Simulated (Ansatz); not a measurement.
Consider H20S8Zn8···H2.

Input file:

```
crystal:
  periodic: [false, false, false]
  atoms:
    - {symbol: Zn, position_ang: [2.431816, -3.789865, -1.461172]}
    - {symbol: S, position_ang: [0.128940, -4.207902, 1.031828]}
    - {symbol: S, position_ang: [-0.092638, -2.338286, -1.743003]}
    - {symbol: Zn, position_ang: [-2.190060, -1.265757, -1.167141]}
    - {symbol: Zn, position_ang: [0.379795, -2.004725, 2.272648]}
    - {symbol: S, position_ang: [-1.524135, -0.880845, 1.250134]}
    - {symbol: S, position_ang: [-2.072368, 1.088626, -1.741585]}
    - {symbol: Zn, position_ang: [-2.063034, 4.016188, -1.451740]}
    - {symbol: Zn, position_ang: [-1.543074, 1.330694, 2.273064]}
    - {symbol: S, position_ang: [-3.576196, 2.216254, 1.034256]}
    - {symbol: Zn, position_ang: [1.934185, -1.107596, -1.639918]}
    - {symbol: S, position_ang: [1.958456, -0.783245, 0.846601]}
    - {symbol: S, position_ang: [1.550767, 0.900077, -2.792382]}
    - {symbol: Zn, position_ang: [0.004826, 2.234021, -1.635477]}
    - {symbol: Zn, position_ang: [2.344640, 1.354130, 1.819806]}
    - {symbol: S, position_ang: [0.301596, 2.090258, 0.847181]}
    - {symbol: H, position_ang: [2.435834, -4.603771, -2.797606]}
    - {symbol: H, position_ang: [2.456825, -3.717740, 0.141001]}
    - {symbol: H, position_ang: [-0.981977, -4.530965, 1.786050]}
    - {symbol: H, position_ang: [0.944621, -4.877511, 1.894332]}
    - {symbol: H, position_ang: [-0.219480, -2.386402, -3.097607]}
    - {symbol: H, position_ang: [-3.541301, -2.047970, -1.317979]}
    - {symbol: H, position_ang: [0.633758, -2.174783, 3.803684]}
    - {symbol: H, position_ang: [-2.537728, -1.463955, 1.947472]}
    - {symbol: H, position_ang: [-2.174123, 1.000112, -3.096377]}
    - {symbol: H, position_ang: [-2.775612, 4.434632, -2.780443]}
    - {symbol: H, position_ang: [-1.982927, 3.985274, 0.150465]}
    - {symbol: H, position_ang: [-1.565453, 1.624472, 3.806355]}
    - {symbol: H, position_ang: [-4.410341, 1.411566, 1.785441]}
    - {symbol: H, position_ang: [-3.747407, 3.254236, 1.901484]}
    - {symbol: H, position_ang: [3.220004, -2.047477, -1.892424]}
    - {symbol: H, position_ang: [3.069103, -1.530226, 1.097346]}
    - {symbol: H, position_ang: [2.721662, 1.577365, -2.622262]}
    - {symbol: H, position_ang: [3.278665, 1.859651, -0.472764]}
    - {symbol: H, position_ang: [-0.167179, 3.816815, -1.894048]}
    - {symbol: H, position_ang: [3.374289, 1.948886, 2.806113]}
    - {symbol: H, position_ang: [3.789337, 2.191166, 0.005248]}
    - {symbol: H, position_ang: [0.205903, 3.424649, 1.103431]}
basis:
  gaussian: {orbitals: def2-SVP, fitting: {mean_field: def2-universal-jkfit}, initial_orbitals: start.molden}
hamiltonian: {xc: pbe0, dispersion: d4}
scf: {omitted_lower_state_checks: [starts]}
output: {orbitals: {seedname: orbitals}}
```

Launched as:

```sh
ansatz run in.yaml --threads 2 --pin off --events-out ev --progress --plain --max-ram 32768MiB --backend cuda --devices 0, --max-vram 18GiB
```

Geometry: PBE-D4/def2-SVP.

All numbers below come from Ansatz 0.2.0, RKS PBE0-D4/def2-SVP.

### What will maps of the electron density and electron localisation function show?

Zn–S (2.51 Å): ρ at the midpoint is about 0.34 e/Å³, with its minimum of 0.3 e/Å³ about 1.1 Å from Zn; the ELF peaks at about 0.95 in the valence shell of S, 0.9 Å from its nucleus, and is about 0.45 at the midpoint.
S–H (1.36 Å): ρ is about 1.4 e/Å³ halfway; the ELF climbs to about 1 towards the hydrogen, as it does in any bond to H.

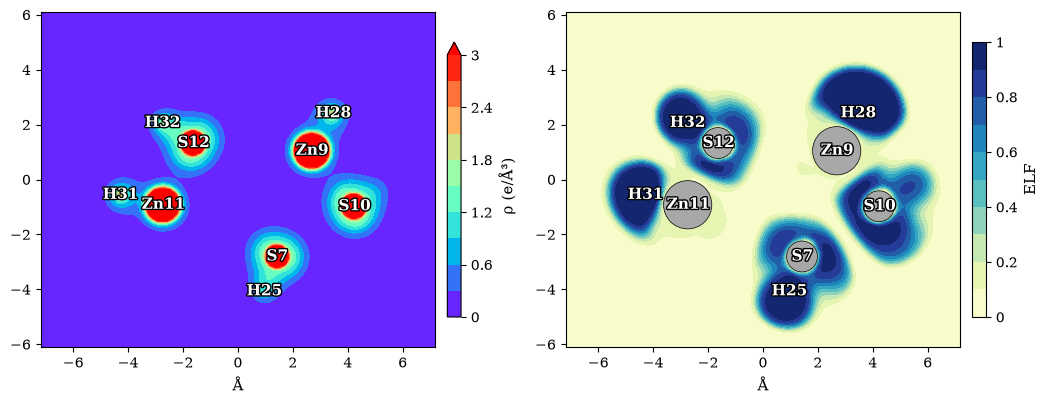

Computed electron density and electron localisation function on the plane of atoms S10, Zn9 and H28, in this order. Grey discs cover the atomic cores in the ELF map. 
